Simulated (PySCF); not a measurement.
# Gd³¹⁺, Tb³²⁺: ionisation energies with spin-orbit coupling

Wanted: the ionisation energy of these ions, up a ladder of methods.

Method: two-component X2C-1e, generalised determinants. Code: PySCF 2.14.0.

## (1) The system

```
Elements                                  : gadolinium (Z = 64), terbium (Z = 65)
Basis                                     : one for each species, given in its step
Hamiltonian                               : two-component X2C-1e, Gaussian nucleus, no Breit or QED terms; spin-orbit coupling, run by run: off; screened by Boettger's factors
Core shells frozen in the correlated runs : [Ne] (for Gd³¹⁺)
State 1                                   : Gd³¹⁺: [Ar] 3d10 4s2 4p3; 4p1/2 filled at m_j = -1/2, +1/2; 4p3/2 filled at m_j = +3/2
State 2                                   : Tb³²⁺: [Ar] 3d10 4s2 4p3; 4p1/2 filled at m_j = -1/2, +1/2; 4p3/2 filled at m_j = +3/2
Needed too, but not shown                 : Gd³²⁺ [Ar] 3d10 4s2 4p2 (3P), Tb³³⁺ [Ar] 3d10 4s2 4p2 (3P)
Methods                                   : GHF, GMP2
```

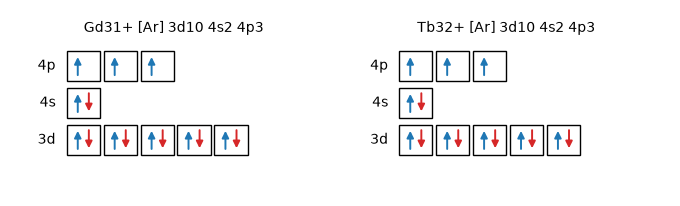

Occupation of the outer shells (arrows by Hund's rule).

All steps ran in one process of a driver on top of PySCF, which takes the settings above as its task.

The driver's launch:

```bash
OMP_NUM_THREADS=1 python sorun2.py TASK.json OUT
```

The integrals over 124 functions and the set-up took 1.5 s of CPU time.

## (2) Gd³¹⁺: the ladder of methods

Basis: an even-tempered Gaussian basis (17 s from 2.9 bohr⁻², ratio 2.8; 13 p from 3.8 bohr⁻², ratio 2.8; 8 d from 6.8 bohr⁻², ratio 2.8; 4 f from 18 bohr⁻², ratio 3).

#### GHF (spin-free)

The log of the run:

```text
cycle= 1 E= -10750.9098146352  delta_E= -1.08e+04  |FDS-SDF|= 0.0419
cycle= 2 E= -10750.9137092064  delta_E= -0.00389  |FDS-SDF|= 0.00593
cycle= 3 E= -10750.9137357840  delta_E= -2.66e-05  |FDS-SDF|= 0.000897
cycle= 4 E= -10750.9137363314  delta_E= -5.47e-07  |FDS-SDF|= 1.42e-05
cycle= 5 E= -10750.9137363320  delta_E= -5.71e-10  |FDS-SDF|= 1.2e-06
```

It took 9.4 s on 1 thread of Neoverse-N1, shared host, the integrals not counted.

Occupied spinors (without spin-orbit coupling the j labels only name the start):

```
spinor shell  electrons  mean energy (eV)  weight of the nominal j  rms radius (bohr)
       1s1/2          2          -51670.5                    1.000             0.0249
       2s1/2          2           -9616.7                    1.000              0.101
       2p3/2          4           -8682.6                    0.833             0.0907
       2p1/2          2           -8682.6                    0.667             0.0907
       3s1/2          2           -3030.2                    1.000              0.257
       3p3/2          4           -2732.6                    0.833              0.257
       3p1/2          2           -2732.6                    0.667              0.257
       3d5/2          6           -2348.5                    0.800              0.234
       3d3/2          4           -2348.5                    0.700              0.234
       4s1/2          2           -1346.6                    1.000              0.547
       4p1/2          2           -1247.9                    0.500              0.562
       4p3/2          1           -1247.9                    1.000              0.562
```

M_J = 3/2, ⟨J²⟩ = 3.750, ⟨L²⟩ = 0.000, ⟨S²⟩ = 3.750.

#### GMP2 (spin-free)

This step left no log, only its results.

Time after the integrals: 8.8 s (1 thread of Neoverse-N1, shared host).

With 23 electrons correlated and 74 very high virtual spinors dropped, the MP2 correlation energy is -0.92401 hartree. Largest pairs: 3d3/2-3d5/2 -0.1825, 3d5/2-3d5/2 -0.1299, 3d5/2-3p3/2 -0.0575, 3d3/2-3d3/2 -0.0562, 4p1/2-4s1/2 -0.0536.

#### GHF (screened spin-orbit)

The log of the run:

```text
cycle= 1 E= -10759.4151109440  delta_E= -1.08e+04  |FDS-SDF|= 0.227
cycle= 2 E= -10759.4328835489  delta_E= -0.0178  |FDS-SDF|= 0.00826
cycle= 3 E= -10759.4348937170  delta_E= -0.00201  |FDS-SDF|= 0.00323
cycle= 4 E= -10759.4357787575  delta_E= -0.000885  |FDS-SDF|= 0.00114
cycle= 5 E= -10759.4359022784  delta_E= -0.000124  |FDS-SDF|= 0.000113
cycle= 6 E= -10759.4359028145  delta_E= -5.36e-07  |FDS-SDF|= 3.88e-05
cycle= 7 E= -10759.4359028837  delta_E= -6.92e-08  |FDS-SDF|= 9.03e-06
cycle= 8 E= -10759.4359028876  delta_E= -3.93e-09  |FDS-SDF|= 4.54e-07
```

Time after the integrals: 26 s (1 thread of Neoverse-N1, shared host).

The outer occupied spinors:

```
spinor shell  electrons  mean energy (eV)  weight of the nominal j  rms radius (bohr)
       3s1/2          2           -3027.6                    1.000              0.257
       3p1/2          2           -2838.8                    1.000              0.248
       3p3/2          4           -2684.0                    1.000              0.261
       3d3/2          4           -2366.6                    1.000              0.232
       3d5/2          6           -2332.9                    1.000              0.236
       4s1/2          2           -1345.6                    1.000              0.548
       4p1/2          2           -1271.8                    0.997              0.548
       4p3/2          1           -1229.2                    1.000              0.569
```

M_J = 3/2, ⟨J²⟩ = 3.751, ⟨L²⟩ = 2.355, ⟨S²⟩ = 1.628.

#### GMP2 (screened spin-orbit)

No log was kept for this step.

Time after the integrals: 5.8 s (1 thread of Neoverse-N1, shared host).

With 23 electrons correlated and 74 very high virtual spinors dropped, the MP2 correlation energy is -0.94217 hartree. Largest pairs: 3d3/2-3d5/2 -0.1832, 3d5/2-3d5/2 -0.1302, 3d5/2-3p3/2 -0.0606, 3d3/2-3d3/2 -0.0555, 3d3/2-3p3/2 -0.0410.

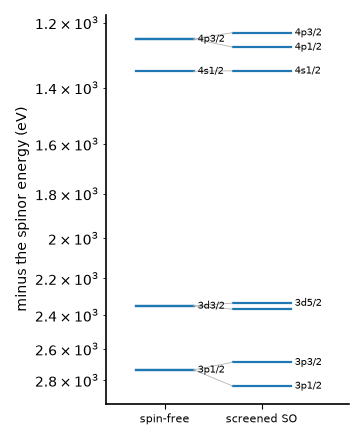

The highest 7 spinor levels of Gd³¹⁺ on a logarithmic scale, without and with spin-orbit coupling.

## (3) Tb³²⁺: the ladder of methods

Basis: an uncontracted even-tempered set (17 s from 3.1 bohr⁻², ratio 2.8; 13 p from 4.1 bohr⁻², ratio 2.8; 8 d from 7.2 bohr⁻², ratio 2.8; 4 f from 19 bohr⁻², ratio 3).

#### GHF (spin-free)

The log of the run:

```text
cycle= 1 E= -11143.6828811729  delta_E= -1.11e+04  |FDS-SDF|= 0.043
cycle= 2 E= -11143.6865298954  delta_E= -0.00365  |FDS-SDF|= 0.00584
cycle= 3 E= -11143.6865538413  delta_E= -2.39e-05  |FDS-SDF|= 0.000869
cycle= 4 E= -11143.6865543279  delta_E= -4.87e-07  |FDS-SDF|= 1.39e-05
cycle= 5 E= -11143.6865543283  delta_E= -4.49e-10  |FDS-SDF|= 1.01e-06
```

Time after the integrals: 9.3 s (1 thread of Neoverse-N1, shared host).

Occupied spinors (without spin-orbit coupling the j labels only name the start):

```
spinor shell  electrons  mean energy (eV)  weight of the nominal j  rms radius (bohr)
       1s1/2          2          -53507.2                    1.000             0.0245
       2s1/2          2          -10020.5                    1.000             0.0989
       2p1/2          2           -9039.4                    0.667             0.0890
       2p3/2          4           -9039.4                    0.833             0.0890
       3s1/2          2           -3180.0                    1.000              0.252
       3p1/2          2           -2868.9                    0.667              0.252
       3p3/2          4           -2868.9                    0.833              0.252
       3d5/2          6           -2472.8                    0.800              0.229
       3d3/2          4           -2472.8                    0.700              0.229
       4s1/2          2           -1420.2                    1.000              0.536
       4p1/2          2           -1317.3                    0.500              0.549
       4p3/2          1           -1317.3                    1.000              0.549
```

M_J = 3/2, ⟨J²⟩ = 3.750, ⟨L²⟩ = 0.000, ⟨S²⟩ = 3.750.

#### GMP2 (spin-free)

This step left no log, only its results.

It took 9.2 s on 1 thread of Neoverse-N1, shared host, the integrals not counted.

With 23 electrons correlated and 74 very high virtual spinors dropped, the MP2 correlation energy is -0.92629 hartree. Largest pairs: 3d3/2-3d5/2 -0.1826, 3d5/2-3d5/2 -0.1300, 3d5/2-3p3/2 -0.0576, 3d3/2-3d3/2 -0.0563, 4p1/2-4s1/2 -0.0537.

#### GHF (screened spin-orbit)

The log of the run:

```text
cycle= 1 E= -11153.0844901838  delta_E= -1.12e+04  |FDS-SDF|= 0.239
cycle= 2 E= -11153.1025257868  delta_E= -0.018  |FDS-SDF|= 0.00827
cycle= 3 E= -11153.1043904513  delta_E= -0.00186  |FDS-SDF|= 0.00305
cycle= 4 E= -11153.1051479896  delta_E= -0.000758  |FDS-SDF|= 0.00102
cycle= 5 E= -11153.1052419644  delta_E= -9.4e-05  |FDS-SDF|= 8.72e-05
cycle= 6 E= -11153.1052423090  delta_E= -3.45e-07  |FDS-SDF|= 2.55e-05
cycle= 7 E= -11153.1052423373  delta_E= -2.82e-08  |FDS-SDF|= 5.69e-06
cycle= 8 E= -11153.1052423385  delta_E= -1.25e-09  |FDS-SDF|= 3.55e-07
```

It took 25 s on 1 thread of Neoverse-N1, shared host, the integrals not counted.

The outer occupied spinors:

```
spinor shell  electrons  mean energy (eV)  weight of the nominal j  rms radius (bohr)
       3s1/2          2           -3177.2                    1.000              0.252
       3p1/2          2           -2983.7                    1.000              0.243
       3p3/2          4           -2816.7                    1.000              0.256
       3d3/2          4           -2492.3                    1.000              0.227
       3d5/2          6           -2455.9                    1.000              0.231
       4s1/2          2           -1419.1                    1.000              0.536
       4p1/2          2           -1343.7                    0.997              0.535
       4p3/2          1           -1297.4                    1.000              0.555
```

M_J = 3/2, ⟨J²⟩ = 3.751, ⟨L²⟩ = 2.380, ⟨S²⟩ = 1.616.

#### GMP2 (screened spin-orbit)

No log was kept for this step.

It took 6 s on 1 thread of Neoverse-N1, shared host, the integrals not counted.

With 23 electrons correlated and 74 very high virtual spinors dropped, the MP2 correlation energy is -0.94442 hartree. Largest pairs: 3d3/2-3d5/2 -0.1833, 3d5/2-3d5/2 -0.1303, 3d5/2-3p3/2 -0.0608, 3d3/2-3d3/2 -0.0555, 3d3/2-3p3/2 -0.0411.

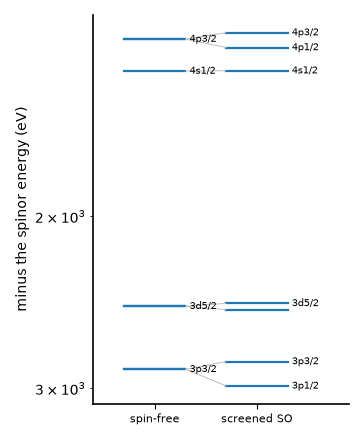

The highest 7 spinor levels of Tb³²⁺ on a logarithmic scale, without and with spin-orbit coupling.

## (4) The energy differences

Ionisation energy: Gd³¹⁺ [Ar] 3d10 4s2 4p3 [4p1/2^2 4p3/2^1, M_J = 3/2] → Gd³²⁺ [Ar] 3d10 4s2 4p2 [4p1/2^2, M_J = 0].

```
                    method  value (eV)  less the reference (eV)
           GHF (spin-free)      1247.4                    +14.4
          GMP2 (spin-free)      1248.3                    +15.3
 GHF (screened spin-orbit)      1228.5                     -4.5
GMP2 (screened spin-orbit)      1229.4                     -3.6
```

Reference: 1233 ± 4 eV (theoretical estimate listed by NIST; NIST Atomic Spectra Database, ionization energies). For this ion Breit and QED terms and the two-electron picture change, all absent here, are large against electron correlation. The spin-free rows have the spin-orbit operator switched off.

Ionisation energy: Tb³²⁺ [Ar] 3d10 4s2 4p3 [4p1/2^2 4p3/2^1, M_J = 3/2] → Tb³³⁺ [Ar] 3d10 4s2 4p2 [4p1/2^2, M_J = 0].

```
                    method  value (eV)  less the reference (eV)
           GHF (spin-free)      1316.8                    +15.8
          GMP2 (spin-free)      1317.8                    +16.8
 GHF (screened spin-orbit)      1296.7                     -4.3
GMP2 (screened spin-orbit)      1297.5                     -3.5
```

Reference: 1301 ± 4 eV (theoretical estimate listed by NIST; NIST Atomic Spectra Database, ionization energies). For this ion Breit and QED terms and the two-electron picture change, all absent here, are large against electron correlation. The spin-free rows have the spin-orbit operator switched off.

The differences also use runs on Gd³²⁺ [Ar] 3d10 4s2 4p2 (3P), Tb³³⁺ [Ar] 3d10 4s2 4p2 (3P), which are not shown here.

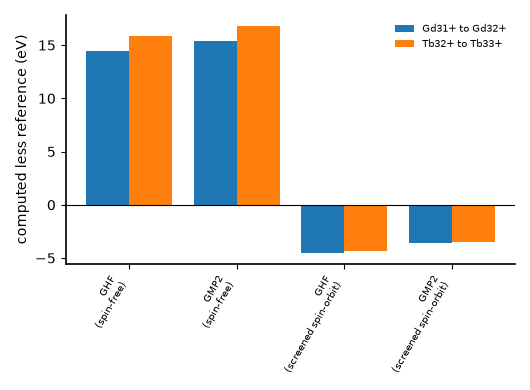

Computed less reference values by method, where the reference is not like for like or is itself uncertain.

## (5) Outcome

| quantity | value |
| --- | --- |
| ionisation energy, Gd³¹⁺ | GHF (spin-free) 1247.4, GMP2 (screened spin-orbit) 1229.4 eV; reference 1233 ± 4 |
| ionisation energy, Tb³²⁺ | GHF (spin-free) 1316.8, GMP2 (screened spin-orbit) 1297.5 eV; reference 1301 ± 4 |

In words: For the first difference the methods span 19.855 eV, from GHF (screened spin-orbit) (1228.5) to GMP2 (spin-free) (1248.3). The reference is uncertain or not like for like (spin-orbit coupling or other relativistic terms), so no ranking of close methods is drawn. Spin-orbit coupling moves the first difference by -18.974 eV at GMP2. All values hold for this basis alone; no basis-set limit was taken.
